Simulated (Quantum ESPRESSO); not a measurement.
## CrO2: magnetism against volume

Aim: follow moments and order energies of CrO2 with volume.

Program: Quantum ESPRESSO 7.5. Level of theory: PBE with U = 3.5 eV on Cr d (ortho-atomic projectors); plane waves with GBRV 1.5 PBE potentials, no spin-orbit coupling. Results are calculated unless marked as measured.

### 1. Set-up

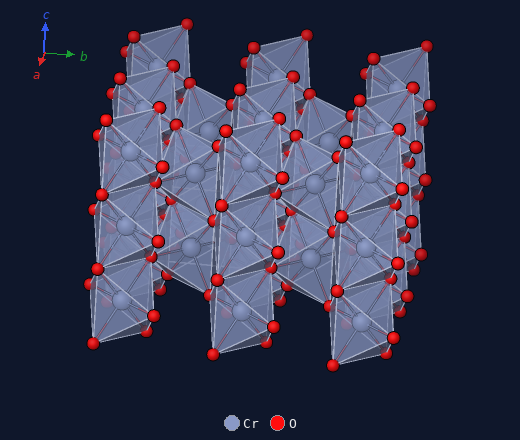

The starting structure, seen from a free direction (chromium light blue, oxygen red). 2×2×2 cells are drawn. Some periodic images of atoms are drawn too.

The cell comes from the Crystallography Open Database.

### 2. Volume 0.92, ferro ++

All lengths scale alike; the factor is that of the volume. Atoms keep their fractional places. Seeded atoms are those given a starting moment.

pw.in

```
&CONTROL
  calculation = 'scf'
  prefix = 'pwscf'
  outdir = './tmp'
  pseudo_dir = './pseudo'
  disk_io = 'nowf'
  tprnfor = .true.
  tstress = .true.
/
&SYSTEM
  ibrav = 0
  nat = 6
  ntyp = 2
  ecutwfc = 40
  ecutrho = 280
  nbnd = 39
  occupations = 'smearing'
  smearing = 'fd'
  degauss = 0.00367493
  nspin = 2
  starting_magnetization(1) = 0.2143
  starting_magnetization(2) = 0
/
&ELECTRONS
  conv_thr = 1.2d-08
  electron_maxstep = 150
  mixing_beta = 0.3
/
ATOMIC_SPECIES
Cr     51.9961 cr_pbe_v1.5.uspp.F.UPF
O      15.9990 o_pbe_v1.2.uspp.F.UPF
CELL_PARAMETERS bohr
   8.1254731158    0.0000000000    0.0000000000
   0.0000000000    8.1254731158    0.0000000000
   0.0000000000    0.0000000000    5.3612316397
ATOMIC_POSITIONS crystal
Cr      0.0000000000    0.0000000000    0.0000000000
Cr      0.5000000000    0.5000000000    0.5000000000
O       0.3010000000    0.3010000000    0.0000000000
O       0.1990000000    0.8010000000    0.5000000000
O       0.6990000000    0.6990000000    0.0000000000
O       0.8010000000    0.1990000000    0.5000000000
K_POINTS automatic
8 8 8 0 0 0
HUBBARD {ortho-atomic}
U Cr-3d 3.5000
```

The run is started by

```
$ OMP_NUM_THREADS=1 mpirun -n 2 pw.x -nk 2 -in pw.in > pw.out
```

Output:

```text
Program PWSCF v.7.5 starts

     Message from routine setup:
     using ibrav=0 with symmetry is DISCOURAGED, use correct ibrav instead

     K-points division:     npool     =       2
     Subspace diagonalization in iterative solution of the eigenvalue problem:

     bravais-lattice index     =            0
     lattice parameter (alat)  =       8.1255  a.u.
     unit-cell volume          =     353.9663 (a.u.)^3
     number of atoms/cell      =            6
     number of atomic types    =            2
     number of electrons       =        52.00
     number of Kohn-Sham states=           39
     kinetic-energy cutoff     =      40.0000  Ry
     charge density cutoff     =     280.0000  Ry
     scf convergence threshold =      1.2E-08
     mixing beta               =       0.3000
     number of iterations used =            8  plain     mixing
     Exchange-correlation= SLA  PW   PBE  PBE
                           (   1   4   3   4   0   0   0)
     Hubbard projectors: ortho-atomic
     Hubbard parameters of DFT+U (Dudarev formulation) in eV:
     U(Cr-3d) =  3.5000

     Internal variables: lda_plus_u =T, lda_plus_u_kind = 0

     Internal variables: orbital_resolved =F, hub_pot_fix =F, apply_U = F

     celldm(1)=   8.125473  celldm(2)=   0.000000  celldm(3)=   0.000000
     celldm(4)=   0.000000  celldm(5)=   0.000000  celldm(6)=   0.000000

     crystal axes: (cart. coord. in units of alat)
               a(1) = (   1.000000   0.000000   0.000000 )
               a(2) = (   0.000000   1.000000   0.000000 )
               a(3) = (   0.000000   0.000000   0.659805 )

     reciprocal axes: (cart. coord. in units 2 pi/alat)
               b(1) = (  1.000000  0.000000  0.000000 )
               b(2) = (  0.000000  1.000000  0.000000 )
               b(3) = (  0.000000  0.000000  1.515598 )

     PseudoPot. # 1 for Cr read from file:
     cr_pbe_v1.5.uspp.F.UPF
     Pseudo is Ultrasoft + core correction, Zval = 14.0

     PseudoPot. # 2 for O  read from file:
     o_pbe_v1.2.uspp.F.UPF
     Pseudo is Ultrasoft + core correction, Zval =  6.0

     atomic species   valence    mass     pseudopotential
     Cr               14.00    51.99610     Cr( 1.00)
     O                 6.00    15.99900     O ( 1.00)

     Starting magnetic structure
     atomic species   magnetization
     Cr              0.214
     O               0.000

     16 Sym. Ops., with inversion, found ( 8 have fractional translation)

   Cartesian axes

     site n.     atom                  positions (alat units)
         1        Cr     tau(   1) = (   0.0000000   0.0000000   0.0000000  )
         2        Cr     tau(   2) = (   0.5000000   0.5000000   0.3299027  )
         3        O      tau(   3) = (   0.3010000   0.3010000   0.0000000  )
         4        O      tau(   4) = (   0.1990000   0.8010000   0.3299027  )
         5        O      tau(   5) = (   0.6990000   0.6990000   0.0000000  )
         6        O      tau(   6) = (   0.8010000   0.1990000   0.3299027  )

     number of k points=    75  Fermi-Dirac smearing, width (Ry)=  0.0037
                       cart. coord. in units 2pi/alat
        k(    1) = (   0.0000000   0.0000000   0.0000000), wk =   0.0019531
        k(    2) = (   0.0000000   0.0000000   0.1894498), wk =   0.0039062
        k(    3) = (   0.0000000   0.0000000   0.3788996), wk =   0.0039062
        k(    4) = (   0.0000000   0.0000000   0.5683493), wk =   0.0039062
        k(    5) = (   0.0000000   0.0000000  -0.7577991), wk =   0.0019531
        [... 70 further k-points ...]

     Dense  grid:    28013 G-vectors     FFT dimensions: (  48,  48,  30)

     Smooth grid:    12105 G-vectors     FFT dimensions: (  36,  36,  24)

     Check: negative core charge=   -0.000008
     Generating pointlists ...
     new r_m :   0.1756 (alat units)  1.4268 (a.u.) for type    1
     new r_m :   0.1756 (alat units)  1.4268 (a.u.) for type    2

     Initial potential from superposition of free atoms

     starting charge      50.0000, renormalised to      52.0000

     negative rho (up, down):  2.063E-03 1.328E-03

     STARTING HUBBARD OCCUPATIONS:

     =================== HUBBARD OCCUPATIONS ===================
     ------------------------ ATOM    1 ------------------------
     Tr[ns(  1)] (up, down, total) =   3.40000  0.00000  3.40000
     Atomic magnetic moment for atom   1 =   3.40000
     [... lines left out ...]
     ------------------------ ATOM    2 ------------------------
     Tr[ns(  2)] (up, down, total) =   3.40000  0.00000  3.40000
     Atomic magnetic moment for atom   2 =   3.40000
     [... lines left out ...]
     Number of occupied Hubbard levels =    6.8000

     Atomic wfc used for Hubbard projectors are orthogonalized

     Starting wfcs are   36 randomized atomic wfcs +    3 random wfcs

     Self-consistent Calculation

     iteration #  1     ecut=    40.00 Ry     beta= 0.30
     Davidson diagonalization with overlap
     ethr =  1.00E-02,  avg # of iterations =  6.1

     =================== HUBBARD OCCUPATIONS ===================
     ------------------------ ATOM    1 ------------------------
     Tr[ns(  1)] (up, down, total) =   2.56549  0.42720  2.99269
     Atomic magnetic moment for atom   1 =   2.13829
     [... lines left out ...]
     ------------------------ ATOM    2 ------------------------
     Tr[ns(  2)] (up, down, total) =   2.56549  0.42720  2.99269
     Atomic magnetic moment for atom   2 =   2.13829
     [... lines left out ...]
     Number of occupied Hubbard levels =    5.9854

     negative rho (up, down):  1.833E-03 2.153E-03

     total energy              =    -479.22368790 Ry
     estimated scf accuracy    <       3.37928589 Ry

     total magnetization       =     4.00 Bohr mag/cell
     absolute magnetization    =     4.55 Bohr mag/cell

     iteration #  2     ecut=    40.00 Ry     beta= 0.30
     Davidson diagonalization with overlap
     ethr =  6.50E-03,  avg # of iterations =  1.6

     negative rho (up, down):  1.316E-03 2.480E-03

     total energy              =    -479.89242129 Ry
     estimated scf accuracy    <       0.45313438 Ry

     total magnetization       =     4.04 Bohr mag/cell
     absolute magnetization    =     5.61 Bohr mag/cell

     [... further iterations left out ...]

     iteration # 13     ecut=    40.00 Ry     beta= 0.30
     Davidson diagonalization with overlap
     ethr =  1.87E-10,  avg # of iterations =  2.0

     negative rho (up, down):  0.000E+00 6.874E-03

     total energy              =    -480.00107296 Ry
     estimated scf accuracy    <       0.00000003 Ry

     total magnetization       =     4.00 Bohr mag/cell
     absolute magnetization    =     5.46 Bohr mag/cell

     iteration # 14     ecut=    40.00 Ry     beta= 0.30
     Davidson diagonalization with overlap
     ethr =  5.13E-11,  avg # of iterations =  1.5

     negative rho (up, down):  0.000E+00 6.873E-03

     Magnetic moment per site  (integrated on atomic sphere of radius R)
     atom   1 (R=0.176)  charge= 10.3982  magn=  1.8664
     atom   2 (R=0.176)  charge= 10.3982  magn=  1.8664
     atom   3 (R=0.176)  charge=  5.1614  magn= -0.1589
     atom   4 (R=0.176)  charge=  5.1614  magn= -0.1589
     atom   5 (R=0.176)  charge=  5.1614  magn= -0.1589
     atom   6 (R=0.176)  charge=  5.1614  magn= -0.1589

     End of self-consistent calculation

     =================== HUBBARD OCCUPATIONS ===================
     ------------------------ ATOM    1 ------------------------
     Tr[ns(  1)] (up, down, total) =   3.22342  0.84536  4.06878
     Atomic magnetic moment for atom   1 =   2.37807
     [... lines left out ...]
     ------------------------ ATOM    2 ------------------------
     Tr[ns(  2)] (up, down, total) =   3.22342  0.84536  4.06878
     Atomic magnetic moment for atom   2 =   2.37807
     [... lines left out ...]
     Number of occupied Hubbard levels =    8.1376

     Number of k-points >= 100: set verbosity='high' to print the bands.

     the Fermi energy is    11.9549 ev

!    total energy              =    -480.00107307 Ry
     estimated scf accuracy    <          2.7E-09 Ry
     smearing contrib. (-TS)   =      -0.00039162 Ry
     internal energy E=F+TS    =    -480.00068145 Ry

     The total energy is F=E-TS. E is the sum of the following terms:
     one-electron contribution =    -188.38521694 Ry
     hartree contribution      =     123.42259498 Ry
     xc contribution           =     -74.44064341 Ry
     ewald contribution        =    -340.98310039 Ry
     Hubbard energy            =       0.38568429 Ry

     total magnetization       =     4.00 Bohr mag/cell
     absolute magnetization    =     5.46 Bohr mag/cell

     convergence has been achieved in  14 iterations

     negative rho (up, down):  0.000E+00 6.873E-03

     Forces acting on atoms (cartesian axes, Ry/au):

     atom    1 type  1   force =     0.00000000    0.00000000   -0.00000000
     atom    2 type  1   force =     0.00000000    0.00000000   -0.00000000
     atom    3 type  2   force =    -0.00494799   -0.00494799    0.00000000
     atom    4 type  2   force =     0.00494799   -0.00494799    0.00000000
     atom    5 type  2   force =     0.00494799    0.00494799    0.00000000
     atom    6 type  2   force =    -0.00494799    0.00494799    0.00000000

     Total force =     0.013995     Total SCF correction =     0.000067

     Computing stress (Cartesian axis) and pressure

     negative rho (up, down):  0.000E+00 6.873E-03
          total   stress  (Ry/bohr**3)                   (kbar)     P=      356.55
   0.00226267   0.00000000   0.00000000          332.85        0.00        0.00
   0.00000000   0.00226267   0.00000000            0.00      332.85        0.00
   0.00000000   0.00000000   0.00274605            0.00        0.00      403.96

=------------------------------------------------------------------------------=
   JOB DONE.
=------------------------------------------------------------------------------=
```

It took 64 s on 2 MPI ranks of Intel Xeon 6975P-C (Granite Rapids), shared host; peak memory 0.4 GiB.

Spin moment in the atom's sphere by atom:

```csv
atom,spin moment in the atom's sphere (μB)
Cr1,1.87
Cr2,1.87
O3,-0.16
O4,-0.16
O5,-0.16
O6,-0.16
```

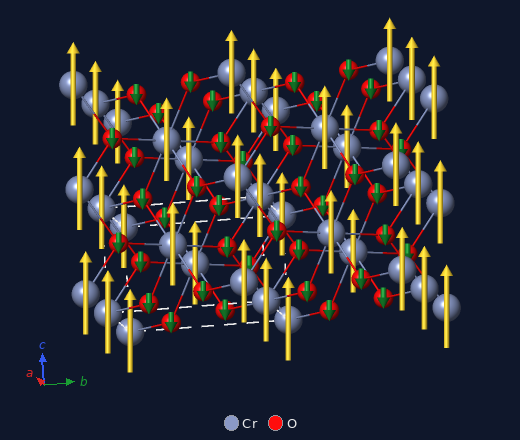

Spin moment in the atom's sphere as arrows, the longest 1.87 μB. Up and down stand for the sign. Arrows give size and sign along the axis of quantisation, drawn up and down the page. Each arrow also spans its atom, so small moments look longer than they are. The two directions have two colours. 2×2×2 cells are drawn. Some periodic images of atoms are drawn too.

This step gave:

```yaml
smearing_term_ts: 0.005328 eV
pressure: 35.66 GPa
magnetization: 4 μB
absolute_magnetization: 5.455 μB
final_state: ferromagnetic
```

### 3. Volume 0.92, antiferro +-

Edit pw.in of step 2 so:

```diff
@@ -12,6 +12,6 @@
   nat = 6
-  ntyp = 2
+  ntyp = 3
   ecutwfc = 40
   ecutrho = 280
-  nbnd = 39
+  nbnd = 36
   occupations = 'smearing'
@@ -21,3 +21,4 @@
   starting_magnetization(1) = 0.2143
-  starting_magnetization(2) = 0
+  starting_magnetization(2) = -0.2143
+  starting_magnetization(3) = 0
 /
@@ -29,3 +30,4 @@
 ATOMIC_SPECIES
-Cr     51.9961 cr_pbe_v1.5.uspp.F.UPF
+Cr1    51.9961 cr_pbe_v1.5.uspp.F.UPF
+Cr2    51.9961 cr_pbe_v1.5.uspp.F.UPF
 O      15.9990 o_pbe_v1.2.uspp.F.UPF
@@ -36,4 +38,4 @@
 ATOMIC_POSITIONS crystal
-Cr      0.0000000000    0.0000000000    0.0000000000
-Cr      0.5000000000    0.5000000000    0.5000000000
+Cr1     0.0000000000    0.0000000000    0.0000000000
+Cr2     0.5000000000    0.5000000000    0.5000000000
 O       0.3010000000    0.3010000000    0.0000000000
@@ -45,2 +47,3 @@
 HUBBARD {ortho-atomic}
-U Cr-3d 3.5000
+U Cr1-3d 3.5000
+U Cr2-3d 3.5000
```

Output:

```text
     [... lines left out ...]
Program PWSCF v.7.5 starts
     [... lines left out ...]
     number of atoms/cell      =            6
     [... lines left out ...]
     number of electrons       =        52.00
     number of Kohn-Sham states=           36
     kinetic-energy cutoff     =      40.0000  Ry
     charge density cutoff     =     280.0000  Ry
     scf convergence threshold =      1.2E-08
     [... lines left out ...]
      8 Sym. Ops., with inversion, found
     [... lines left out ...]
     number of k points=   105  Fermi-Dirac smearing, width (Ry)=  0.0037
     [... lines left out ...]
     iteration # 17     ecut=    40.00 Ry     beta= 0.30
     [... lines left out ...]
     Magnetic moment per site  (integrated on atomic sphere of radius R)
     atom   1 (R=0.176)  charge= 10.3786  magn=  1.6109
     atom   2 (R=0.176)  charge= 10.3808  magn= -1.6113
     atom   3 (R=0.176)  charge=  5.1693  magn= -0.0176
     atom   4 (R=0.176)  charge=  5.1679  magn=  0.0176
     atom   5 (R=0.176)  charge=  5.1693  magn= -0.0176
     atom   6 (R=0.176)  charge=  5.1679  magn=  0.0176
     [... lines left out ...]
     Tr[ns(  1)] (up, down, total) =   3.01808  1.01207  4.03015
     [... lines left out ...]
     Tr[ns(  2)] (up, down, total) =   1.01204  3.01809  4.03013
     [... lines left out ...]
     the Fermi energy is    12.1122 ev
!    total energy              =    -479.96877483 Ry
     estimated scf accuracy    <          6.9E-09 Ry
     smearing contrib. (-TS)   =      -0.00034480 Ry
     [... lines left out ...]
     total magnetization       =    -0.00 Bohr mag/cell
     absolute magnetization    =     4.18 Bohr mag/cell
     convergence has been achieved in  17 iterations
     [... lines left out ...]
     Total force =     0.044704     Total SCF correction =     0.000112
     [... lines left out ...]
          total   stress  (Ry/bohr**3)                   (kbar)     P=      348.25
     [... lines left out ...]
```

Wall time 96 s (2 MPI ranks); peak memory 0.44 GiB.

Spin moment in the atom's sphere by atom:

```csv
atom,spin moment in the atom's sphere (μB)
Cr1,1.61
Cr2,-1.61
O3,-0.02
O4,0.02
O5,-0.02
O6,0.02
```

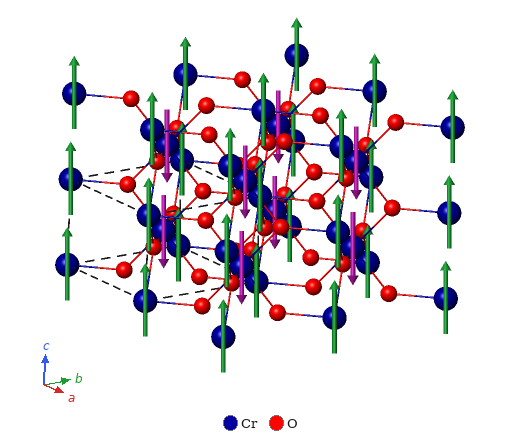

Spin moment in the atom's sphere as arrows, the longest 1.61 μB. Up and down stand for the sign. Arrows give size and sign along the axis of quantisation, drawn up and down the page. The two directions have two colours. 2×2×2 cells are drawn. Some periodic images of atoms are drawn too.

Read from the output:

| Quantity | Value |
| --- | --- |
| smearing term TS | 0.004691 eV |
| pressure | 34.83 GPa |
| magnetization | 0 μB |
| absolute magnetization | 4.185 μB |
| final state | antiferromagnetic |

### 4. Volume 0.92, no spin polarisation

Edit pw.in of step 3 so:

```diff
@@ -12,3 +12,3 @@
   nat = 6
-  ntyp = 3
+  ntyp = 2
   ecutwfc = 40
@@ -19,6 +19,2 @@
   degauss = 0.00367493
-  nspin = 2
-  starting_magnetization(1) = 0.2143
-  starting_magnetization(2) = -0.2143
-  starting_magnetization(3) = 0
 /
@@ -30,4 +26,3 @@
 ATOMIC_SPECIES
-Cr1    51.9961 cr_pbe_v1.5.uspp.F.UPF
-Cr2    51.9961 cr_pbe_v1.5.uspp.F.UPF
+Cr     51.9961 cr_pbe_v1.5.uspp.F.UPF
 O      15.9990 o_pbe_v1.2.uspp.F.UPF
@@ -38,4 +33,4 @@
 ATOMIC_POSITIONS crystal
-Cr1     0.0000000000    0.0000000000    0.0000000000
-Cr2     0.5000000000    0.5000000000    0.5000000000
+Cr      0.0000000000    0.0000000000    0.0000000000
+Cr      0.5000000000    0.5000000000    0.5000000000
 O       0.3010000000    0.3010000000    0.0000000000
@@ -47,3 +42,2 @@
 HUBBARD {ortho-atomic}
-U Cr1-3d 3.5000
-U Cr2-3d 3.5000
+U Cr-3d 3.5000
```

Output:

```text
     [... lines left out ...]
Program PWSCF v.7.5 starts
     [... lines left out ...]
     number of atoms/cell      =            6
     [... lines left out ...]
     number of electrons       =        52.00
     number of Kohn-Sham states=           36
     kinetic-energy cutoff     =      40.0000  Ry
     charge density cutoff     =     280.0000  Ry
     scf convergence threshold =      1.2E-08
     [... lines left out ...]
     16 Sym. Ops., with inversion, found ( 8 have fractional translation)
     [... lines left out ...]
     number of k points=    75  Fermi-Dirac smearing, width (Ry)=  0.0037
     [... lines left out ...]
     iteration # 17     ecut=    40.00 Ry     beta= 0.30
     [... lines left out ...]
     Tr[ns(  1)] =   4.16391
     [... lines left out ...]
     Tr[ns(  2)] =   4.16391
     [... lines left out ...]
     the Fermi energy is    12.5375 ev
!    total energy              =    -479.72540698 Ry
     estimated scf accuracy    <          5.7E-09 Ry
     smearing contrib. (-TS)   =      -0.00549819 Ry
     [... lines left out ...]
     convergence has been achieved in  17 iterations
     [... lines left out ...]
     Total force =     0.075278     Total SCF correction =     0.000115
     [... lines left out ...]
          total   stress  (Ry/bohr**3)                   (kbar)     P=      230.19
     [... lines left out ...]
```

Run time: 36 s. Hardware: 2 MPI ranks; peak memory 0.35 GiB; 72 s of CPU time.

Numbers from this step:

- smearing term TS: 0.07481 eV
- pressure: 23.02 GPa
- final state: non-magnetic (no spin polarisation)

(Continued in part 2 of 2.)

[Logs and program files are shortened in this print: banners, set-up blocks, solver, clock and traceback lines can be left out without a mark of their own.]

[Logs are printed without paths, hosts, clocks, repeated set-up lines and the standing remarks that a program may print on its own settings, such as how far it seeks lower states.]

[Hosts, paths, dates, database ids (printed as entryN), source tags and the programs' standing remarks are cut or masked in the printed files.]

[Where a cell is said to come from a database of computed structures, the database is the Materials Project.]
